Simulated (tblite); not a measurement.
# Geometry relaxation, with input and output: C₃H₈FOSi₂ (part 3 of 4)

Continued. System: C₃H₈FOSi₂, multiplicity 2. Method: GFN2-xTB geometry optimisation, gas phase (tblite 0.8.0). It belongs to a series of runs on one base structure; here: H removed from Si.

Geometry of the input (Å):
```
C  -2.4644  -0.6033  -0.0183
O  -1.3920  0.0820  0.5191
C  -0.1826  -0.2839  -0.0374
Si 1.1213  -0.6380  1.2370
C  2.3252  -0.0017  -0.0237
F  2.5176  -0.9202  -1.0464
Si 0.9265  1.1663  -0.5290
H  -3.3851  -0.2504  0.4992
H  -2.3699  -1.6951  0.1435
H  -2.5886  -0.3669  -1.1047
H  -0.2431  -1.0469  -0.8459
H  0.9257  0.3254  2.3559
H  3.2224  0.4920  0.3709
H  0.7320  2.2613  0.4082
H  0.8506  1.4873  -1.9504
```

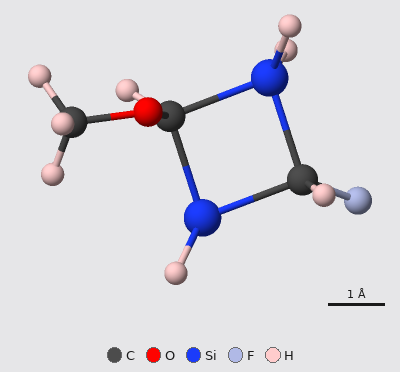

Figure 1. The geometry at step 93 of the log (ball-and-stick view, seen at a tilt).

**Trajectory as extended XYZ, continued**
```
15
Properties=species:S:1:pos:R:3:forces:R:3 step=73 energy=-616.06249
C    -2.4995   -0.4254    0.3109   -0.0260  -0.0260   0.0030
O    -1.2484    0.1833    0.4261    0.0470  -0.0090   0.0010
C    -0.2183   -0.3802   -0.3896    0.0490   0.0540  -0.0550
Si    1.1511   -1.1864    0.7479   -0.0370  -0.0060  -0.0130
C     2.2992    0.3095    0.2308   -0.0110  -0.0600   0.0000
F     3.4906   -0.0264   -0.4107    0.0660  -0.0330  -0.0140
Si    0.9636    1.0457   -0.9517   -0.0540   0.0410   0.0010
H    -3.1727    0.1339    0.9571   -0.0540  -0.0110   0.0480
H    -2.4745   -1.4755    0.6267    0.0260  -0.0140   0.0300
H    -2.8711   -0.3799   -0.7194   -0.0150  -0.0060  -0.0510
H    -0.6598   -0.9796   -1.1910    0.0020   0.0050   0.0580
H     0.8234   -1.1077    2.1786   -0.0360  -0.0160  -0.0200
H     2.6066    0.9402    1.0682    0.0090   0.0640   0.0250
H     0.4338    2.3418   -0.5556    0.0150   0.0650   0.0130
H     1.3716    1.0147   -2.3500    0.0190  -0.0480  -0.0270
15
Properties=species:S:1:pos:R:3:forces:R:3 step=75 energy=-616.06409
C    -2.4950   -0.4218    0.3183   -0.0030  -0.0040   0.0000
O    -1.2422    0.1895    0.4206   -0.0030  -0.0180  -0.0040
C    -0.2173   -0.3781   -0.4001    0.0150   0.0270  -0.0050
Si    1.1478   -1.1939    0.7359   -0.0180   0.0180   0.0070
C     2.2957    0.3097    0.2357    0.0120   0.0010   0.0010
F     3.5001   -0.0114   -0.3945   -0.0210  -0.0160   0.0340
Si    0.9634    1.0463   -0.9576    0.0160   0.0440  -0.0110
H    -3.1657    0.1379    0.9687   -0.0150  -0.0300   0.0290
H    -2.4614   -1.4709    0.6379    0.0070   0.0010   0.0150
H    -2.8756   -0.3786   -0.7101    0.0020  -0.0200  -0.0140
H    -0.6647   -0.9761   -1.1984   -0.0040   0.0060   0.0390
H     0.8188   -1.1301    2.1694   -0.0300  -0.0170  -0.0590
H     2.5873    0.9404    1.0827   -0.0050   0.0090  -0.0490
H     0.4239    2.3444   -0.5754    0.0380   0.0340   0.0060
H     1.3805    1.0007   -2.3551    0.0100  -0.0360   0.0110
15
Properties=species:S:1:pos:R:3:forces:R:3 step=78 energy=-616.06761
C    -2.4831   -0.4232    0.3315   -0.0060  -0.0060   0.0010
O    -1.2323    0.1958    0.4164   -0.0650   0.0710   0.0120
C    -0.2163   -0.3667   -0.4189   -0.0560  -0.0220   0.0740
Si    1.1365   -1.2007    0.7183    0.0040   0.0380  -0.0180
C     2.2830    0.3116    0.2477   -0.0500   0.0950  -0.0290
F     3.4978   -0.0019   -0.3617    0.0290  -0.0270  -0.0020
Si    0.9663    1.0576   -0.9662    0.0590  -0.0130   0.0100
H    -3.1529    0.1320    0.9888    0.0290  -0.0470   0.0190
H    -2.4291   -1.4703    0.6558   -0.0420   0.0040  -0.0070
H    -2.8809   -0.3853   -0.6926    0.0430  -0.0360   0.0360
H    -0.6810   -0.9603   -1.2091    0.0280   0.0060  -0.0300
H     0.8002   -1.1724    2.1508   -0.0360  -0.0080  -0.0570
H     2.5590    0.9482    1.0957   -0.0140  -0.0140  -0.0120
H     0.4346    2.3718   -0.6203    0.0520  -0.0280   0.0100
H     1.3940    0.9718   -2.3581    0.0240  -0.0130  -0.0070
15
Properties=species:S:1:pos:R:3:forces:R:3 step=80 energy=-616.07232
C    -2.4585   -0.4210    0.3638   -0.0240  -0.0110   0.0460
O    -1.2145    0.2156    0.3992   -0.0850   0.0840  -0.0340
C    -0.2212   -0.3564   -0.4578   -0.0610   0.0320   0.0370
Si    1.1171   -1.2136    0.6705    0.0500   0.0490  -0.0460
C     2.2474    0.3309    0.2734    0.0480   0.0720  -0.0090
F     3.4962    0.0333   -0.2771    0.0190   0.0170   0.0050
Si    0.9819    1.0636   -0.9962   -0.0610  -0.0560   0.0150
H    -3.1072    0.1290    1.0454   -0.0040  -0.0310   0.0100
H    -2.3773   -1.4634    0.6963   -0.0360  -0.0170  -0.0110
H    -2.9003   -0.4012   -0.6438    0.0870  -0.0100   0.0620
H    -0.7152   -0.9362   -1.2411    0.0680   0.0300  -0.0530
H     0.7682   -1.2693    2.0949   -0.0580  -0.0030   0.0090
H     2.4751    0.9729    1.1332   -0.0300  -0.0640  -0.0230
H     0.4495    2.3954   -0.7135    0.0610  -0.0800   0.0130
H     1.4543    0.9285   -2.3691    0.0260  -0.0120  -0.0200
15
Properties=species:S:1:pos:R:3:forces:R:3 step=83 energy=-616.08016
C    -2.4245   -0.4155    0.4111   -0.0050  -0.0100   0.0580
O    -1.2026    0.2613    0.3656   -0.0390  -0.0500  -0.0680
C    -0.2348   -0.3368   -0.5024    0.0230   0.0950  -0.0700
Si    1.0935   -1.2246    0.6016    0.0560   0.0230   0.0360
C     2.2022    0.3572    0.3031    0.1520  -0.0740   0.0000
F     3.4928    0.0842   -0.1668   -0.0440   0.0960   0.0460
Si    1.0001    1.0604   -1.0344   -0.1130  -0.0220  -0.0770
H    -3.0425    0.1219    1.1262   -0.1000   0.0160   0.0230
H    -2.3025   -1.4527    0.7470    0.0390  -0.0140   0.0060
H    -2.9162   -0.4224   -0.5714    0.0200   0.0110   0.0310
H    -0.7444   -0.8997   -1.2886    0.0140   0.0530  -0.0310
H     0.7222   -1.3869    2.0112   -0.0530  -0.0020   0.0350
H     2.3554    0.9897    1.1857   -0.0070  -0.0590  -0.0500
H     0.4600    2.4020   -0.8294    0.0610  -0.0500   0.0220
H     1.5367    0.8697   -2.3804   -0.0030  -0.0120   0.0390
15
Properties=species:S:1:pos:R:3:forces:R:3 step=86 energy=-616.08783
C    -2.3972   -0.4135    0.4505   -0.0130  -0.0080  -0.0330
O    -1.1977    0.2946    0.3354    0.0030  -0.0340   0.0410
C    -0.2440   -0.3145   -0.5393    0.0090  -0.0150   0.0000
Si    1.0779   -1.2297    0.5580   -0.0280   0.0020   0.0580
C     2.1790    0.3641    0.3188    0.0130  -0.0320  -0.0520
F     3.4906    0.1198   -0.0933    0.0000   0.0780   0.0040
Si    1.0036    1.0598   -1.0569    0.0770  -0.0010  -0.0650
H    -3.0066    0.1121    1.1837   -0.0240   0.0010  -0.0020
H    -2.2328   -1.4462    0.7830    0.0400   0.0180   0.0240
H    -2.9184   -0.4372   -0.5150   -0.0750  -0.0370   0.0140
H    -0.7614   -0.8635   -1.3293   -0.0270   0.0390  -0.0340
H     0.6661   -1.4558    1.9508   -0.0150   0.0180  -0.0020
H     2.2797    0.9921    1.2101   -0.0070  -0.0300   0.0060
H     0.4732    2.4091   -0.9028    0.0530  -0.0060   0.0310
H     1.5837    0.8169   -2.3756   -0.0080   0.0070   0.0100
15
Properties=species:S:1:pos:R:3:forces:R:3 step=88 energy=-616.09113
C    -2.3786   -0.4135    0.4748   -0.0030   0.0110  -0.0210
O    -1.1917    0.3119    0.3187   -0.0500  -0.0540   0.0190
C    -0.2508   -0.3040   -0.5672    0.0020   0.0200  -0.0100
Si    1.0617   -1.2348    0.5297   -0.0110   0.0420   0.0090
C     2.1536    0.3734    0.3310    0.0760  -0.0150  -0.0060
F     3.4850    0.1489   -0.0339   -0.0670   0.0650   0.0020
Si    1.0150    1.0607   -1.0802    0.0230  -0.0380   0.0310
H    -2.9778    0.1045    1.2236    0.0260  -0.0010  -0.0290
H    -2.1839   -1.4405    0.8096    0.0210   0.0230   0.0090
H    -2.9316   -0.4531   -0.4737   -0.0280  -0.0370   0.0390
H    -0.7850   -0.8381   -1.3586    0.0150   0.0400   0.0010
H     0.6374   -1.5119    1.9092   -0.0110   0.0320   0.0040
H     2.2199    1.0033    1.2268   -0.0440  -0.0750  -0.0360
H     0.4953    2.4183   -0.9564    0.0560  -0.0240   0.0190
H     1.6269    0.7829   -2.3752   -0.0040   0.0100  -0.0310
15
Properties=species:S:1:pos:R:3:forces:R:3 step=91 energy=-616.09554
C    -2.3571   -0.4181    0.5011   -0.0080  -0.0120   0.0100
O    -1.1971    0.3361    0.2979    0.0080   0.0130  -0.0240
C    -0.2616   -0.2826   -0.5922   -0.0180   0.0140  -0.0130
Si    1.0361   -1.2341    0.5052    0.0040  -0.0230  -0.0660
C     2.1264    0.3753    0.3383    0.0060   0.0060   0.0240
F     3.4691    0.1844    0.0224    0.0740  -0.0130  -0.0190
Si    1.0288    1.0554   -1.1023    0.0150   0.0090   0.0390
H    -2.9456    0.0881    1.2659    0.0350   0.0030  -0.0020
H    -2.1150   -1.4349    0.8340   -0.0210  -0.0020   0.0240
H    -2.9454   -0.4819   -0.4224   -0.0270  -0.0440  -0.0250
H    -0.7991   -0.7937   -1.3958   -0.0160  -0.0180   0.0220
H     0.6012   -1.5544    1.8700   -0.0150   0.0440   0.0350
H     2.1451    0.9984    1.2382   -0.0440  -0.0130   0.0310
H     0.5393    2.4234   -1.0070    0.0240   0.0340   0.0090
H     1.6704    0.7467   -2.3751   -0.0170   0.0010  -0.0440
15
Properties=species:S:1:pos:R:3:forces:R:3 step=93 energy=-616.09705
C    -2.3550   -0.4201    0.5045    0.0000  -0.0120   0.0160
O    -1.1993    0.3370    0.2940    0.0500   0.0600  -0.0440
C    -0.2614   -0.2784   -0.5953   -0.0220   0.0070  -0.0080
Si    1.0322   -1.2363    0.4997    0.0010  -0.0470  -0.0190
C     2.1267    0.3721    0.3382   -0.0310  -0.0480  -0.0300
F     3.4702    0.1920    0.0250    0.0930  -0.0200   0.0190
Si    1.0357    1.0545   -1.1018   -0.0220   0.0270  -0.0370
H    -2.9367    0.0881    1.2724    0.0050  -0.0010  -0.0030
H    -2.1060   -1.4331    0.8393   -0.0190  -0.0500   0.0440
H    -2.9495   -0.4928   -0.4142   -0.0270  -0.0220  -0.0330
H    -0.7959   -0.7862   -1.4015   -0.0390  -0.0340  -0.0040
H     0.5862   -1.5457    1.8666    0.0070   0.0480  -0.0040
H     2.1285    0.9863    1.2413    0.0080   0.0420   0.0820
H     0.5484    2.4230   -1.0091    0.0240   0.0460   0.0120
H     1.6715    0.7473   -2.3810   -0.0300   0.0040   0.0080
15
Properties=species:S:1:pos:R:3:forces:R:3 step=96 energy=-616.09987
C    -2.3572   -0.4227    0.5007    0.0250  -0.0060   0.0090
O    -1.1958    0.3301    0.2909   -0.0390   0.0350  -0.0090
C    -0.2584   -0.2821   -0.5990   -0.0020  -0.0060   0.0020
Si    1.0365   -1.2413    0.4983   -0.0220  -0.0020  -0.0110
C     2.1364    0.3646    0.3325   -0.0290  -0.0120  -0.0200
F     3.4828    0.1888    0.0189   -0.0090  -0.0070   0.0370
Si    1.0364    1.0611   -1.0983   -0.0260  -0.0640  -0.0140
H    -2.9374    0.0924    1.2653    0.0010   0.0090  -0.0140
H    -2.1153   -1.4346    0.8465   -0.0080  -0.0280   0.0120
H    -2.9529   -0.4995   -0.4192    0.0300  -0.0090   0.0140
H    -0.7977   -0.7972   -1.3985    0.0100   0.0050  -0.0230
H     0.5752   -1.5116    1.8704    0.0250   0.0320  -0.0240
H     2.1336    0.9729    1.2424    0.0380   0.0130   0.0180
H     0.5535    2.4307   -0.9863    0.0280   0.0180   0.0080
H     1.6560    0.7563   -2.3864   -0.0210   0.0220   0.0150
15
Properties=species:S:1:pos:R:3:forces:R:3 step=99 energy=-616.10206
C    -2.3485   -0.4332    0.5084   -0.0040   0.0100   0.0170
O    -1.2034    0.3376    0.2793   -0.0030  -0.0080   0.0020
C    -0.2663   -0.2730   -0.6102    0.0060  -0.0010  -0.0090
Si    1.0225   -1.2411    0.4878   -0.0030  -0.0010  -0.0190
C     2.1274    0.3604    0.3313   -0.0200  -0.0010   0.0050
F     3.4780    0.1916    0.0380    0.0170  -0.0330  -0.0010
Si    1.0373    1.0618   -1.1043    0.0110  -0.0020   0.0260
H    -2.9261    0.0841    1.2725   -0.0300  -0.0030   0.0140
H    -2.0942   -1.4415    0.8604    0.0140   0.0320  -0.0040
H    -2.9508   -0.5224   -0.4048    0.0020  -0.0310  -0.0070
H    -0.8051   -0.7850   -1.4126    0.0060   0.0110  -0.0230
H     0.5582   -1.4914    1.8609    0.0090   0.0060   0.0060
H     2.1145    0.9638    1.2445    0.0080   0.0250   0.0160
H     0.5992    2.4471   -0.9825   -0.0030  -0.0190  -0.0100
H     1.6530    0.7493   -2.3905   -0.0100   0.0150  -0.0140
15
Properties=species:S:1:pos:R:3:forces:R:3 step=101 energy=-616.10254
C    -2.3458   -0.4347    0.5124   -0.0050   0.0030  -0.0120
O    -1.2065    0.3420    0.2757    0.0260   0.0010   0.0030
C    -0.2689   -0.2688   -0.6131   -0.0070   0.0060  -0.0090
Si    1.0173   -1.2415    0.4828   -0.0040  -0.0060   0.0060
C     2.1217    0.3604    0.3344    0.0130  -0.0100   0.0130
F     3.4732    0.1902    0.0459    0.0260  -0.0300  -0.0010
Si    1.0395    1.0614   -1.1045    0.0030   0.0260  -0.0140
H    -2.9236    0.0805    1.2778   -0.0270  -0.0100   0.0070
H    -2.0821   -1.4408    0.8629    0.0060   0.0270   0.0100
H    -2.9490   -0.5297   -0.4000   -0.0120  -0.0300   0.0060
H    -0.8062   -0.7773   -1.4184   -0.0060   0.0030  -0.0230
H     0.5575   -1.4930    1.8576    0.0040   0.0000   0.0010
H     2.1070    0.9633    1.2480    0.0020   0.0220   0.0130
H     0.6080    2.4493   -0.9910   -0.0080  -0.0150  -0.0030
H     1.6535    0.7467   -2.3922   -0.0110   0.0110   0.0050
15
Properties=species:S:1:pos:R:3:forces:R:3 step=104 energy=-616.10342
C    -2.3478   -0.4369    0.5118    0.0000  -0.0170  -0.0090
O    -1.2139    0.3472    0.2726    0.0020   0.0240   0.0020
C    -0.2728   -0.2612   -0.6133    0.0060   0.0050   0.0030
Si    1.0126   -1.2403    0.4802   -0.0150   0.0040   0.0160
C     2.1252    0.3555    0.3357    0.0070   0.0090   0.0020
F     3.4762    0.1751    0.0496    0.0120  -0.0140  -0.0130
Si    1.0425    1.0656   -1.1002   -0.0050   0.0040  -0.0190
H    -2.9350    0.0709    1.2758    0.0040   0.0080  -0.0160
H    -2.0710   -1.4369    0.8659   -0.0010  -0.0190   0.0290
H    -2.9491   -0.5466   -0.4003   -0.0060  -0.0070   0.0030
H    -0.8074   -0.7693   -1.4213    0.0030   0.0150  -0.0170
H     0.5626   -1.4813    1.8596   -0.0090  -0.0140   0.0100
H     2.1136    0.9596    1.2494    0.0020   0.0050   0.0010
H     0.6184    2.4557   -0.9936   -0.0100  -0.0040   0.0150
H     1.6416    0.7509   -2.3939    0.0100   0.0010  -0.0060
15
Properties=species:S:1:pos:R:3:forces:R:3 step=106 energy=-616.10375
C    -2.3513   -0.4394    0.5087    0.0030  -0.0120   0.0250
O    -1.2186    0.3482    0.2740   -0.0100   0.0110  -0.0140
C    -0.2736   -0.2576   -0.6095    0.0120  -0.0010   0.0020
Si    1.0118   -1.2375    0.4844   -0.0080   0.0080  -0.0060
C     2.1320    0.3529    0.3328   -0.0370   0.0110  -0.0150
F     3.4812    0.1663    0.0443    0.0070  -0.0070  -0.0170
Si    1.0425    1.0682   -1.0983    0.0120  -0.0170   0.0130
H    -2.9437    0.0675    1.2693    0.0050   0.0140  -0.0110
H    -2.0736   -1.4377    0.8673    0.0060  -0.0200   0.0240
H    -2.9501   -0.5535   -0.4037   -0.0010  -0.0040  -0.0220
H    -0.8047   -0.7672   -1.4197    0.0070   0.0240  -0.0040
H     0.5636   -1.4740    1.8641   -0.0130  -0.0150   0.0230
H     2.1228    0.9583    1.2454    0.0140   0.0070   0.0080
H     0.6226    2.4588   -0.9867   -0.0120   0.0030   0.0170
H     1.6348    0.7546   -2.3944    0.0170  -0.0010  -0.0230
15
Properties=species:S:1:pos:R:3:forces:R:3 step=109 energy=-616.10478
C    -2.3631   -0.4500    0.5000    0.0100   0.0170   0.0150
O    -1.2346    0.3485    0.2778    0.0080  -0.0150  -0.0300
C    -0.2739   -0.2484   -0.5952   -0.0130   0.0050  -0.0120
Si    1.0072   -1.2279    0.5028    0.0090  -0.0020  -0.0190
C     2.1483    0.3461    0.3234   -0.0500  -0.0150  -0.0040
F     3.4903    0.1343    0.0176   -0.0140   0.0110  -0.0150
Si    1.0442    1.0738   -1.0898    0.0100  -0.0130   0.0160
H    -2.9716    0.0622    1.2442   -0.0020  -0.0070  -0.0030
H    -2.0842   -1.4437    0.8732    0.0060   0.0200   0.0060
H    -2.9451   -0.5745   -0.4222    0.0050  -0.0200  -0.0100
H    -0.7914   -0.7558   -1.4165   -0.0020   0.0070   0.0270
H     0.5680   -1.4487    1.8880   -0.0140  -0.0050   0.0180
H     2.1596    0.9569    1.2323    0.0350   0.0070   0.0140
H     0.6331    2.4650   -0.9569   -0.0100   0.0090   0.0130
H     1.6088    0.7701   -2.4006    0.0230   0.0020  -0.0170
15
Properties=species:S:1:pos:R:3:forces:R:3 step=112 energy=-616.10545
C    -2.3660   -0.4519    0.4962    0.0090   0.0060  -0.0310
O    -1.2360    0.3453    0.2760   -0.0100   0.0190   0.0090
C    -0.2726   -0.2500   -0.5936   -0.0030   0.0110   0.0000
Si    1.0064   -1.2261    0.5101   -0.0080  -0.0170   0.0100
C     2.1519    0.3428    0.3219    0.0200  -0.0060   0.0200
F     3.4901    0.1218    0.0019   -0.0100  -0.0040  -0.0260
Si    1.0453    1.0736   -1.0848   -0.0220   0.0150  -0.0200
H    -2.9816    0.0649    1.2316    0.0090  -0.0060  -0.0110
H    -2.0891   -1.4428    0.8786    0.0020   0.0210   0.0030
H    -2.9393   -0.5833   -0.4319    0.0120  -0.0200   0.0270
H    -0.7881   -0.7541   -1.4167   -0.0090  -0.0290   0.0030
H     0.5657   -1.4305    1.8991   -0.0080  -0.0030  -0.0090
H     2.1839    0.9552    1.2298   -0.0030  -0.0010   0.0000
H     0.6281    2.4616   -0.9345   -0.0010   0.0040   0.0040
H     1.5969    0.7815   -2.4057    0.0210   0.0100   0.0220
```
